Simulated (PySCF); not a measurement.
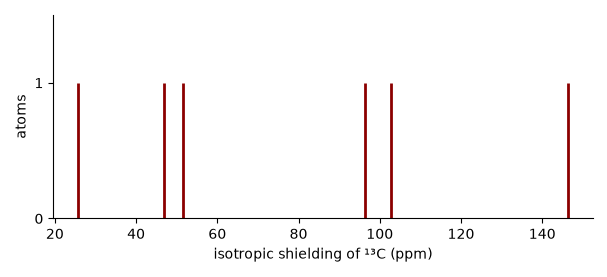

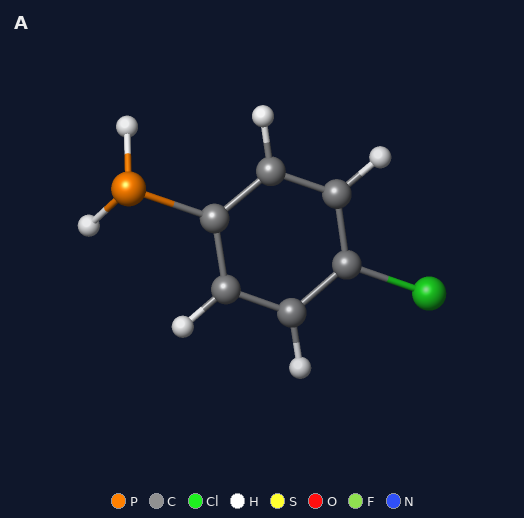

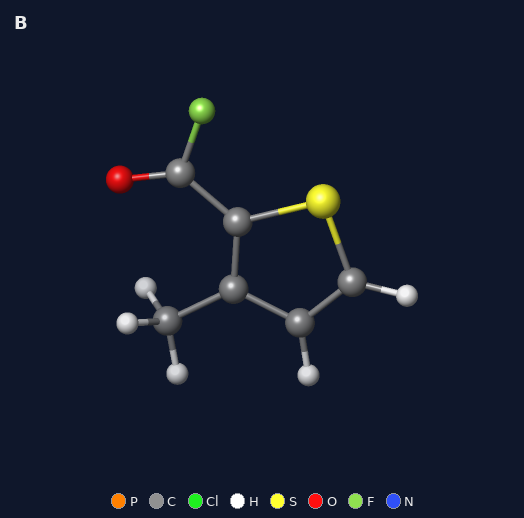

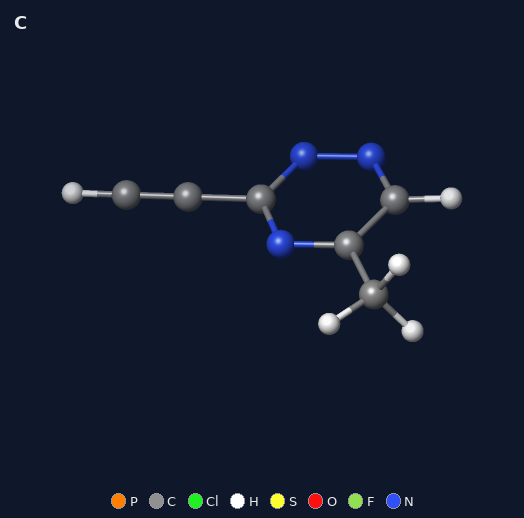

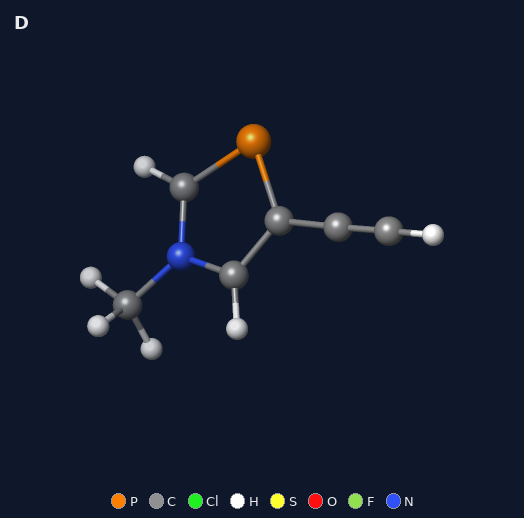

The sticks are computed shieldings of one of the molecules, for one fixed geometry (GFN2-xTB) without averaging over rotations. Low shielding means a high chemical shift. Method: GIAO PBE0/pcSseg-1 NMR shielding, non-relativistic, gas phase (PySCF 2.14.0).

### Match the spectrum to a structure.

D, `C#Cc1cn(C)cp1`. Its 6 C atoms give lines at 25.6, 46.7, 51.7, 96.5, 102.7, 146.4 ppm.

The geometry is semi-empirical. Around P such bond lengths and angles can be off by a tenth of an ångström or more and by several degrees, and values that hang on the shape move with them.
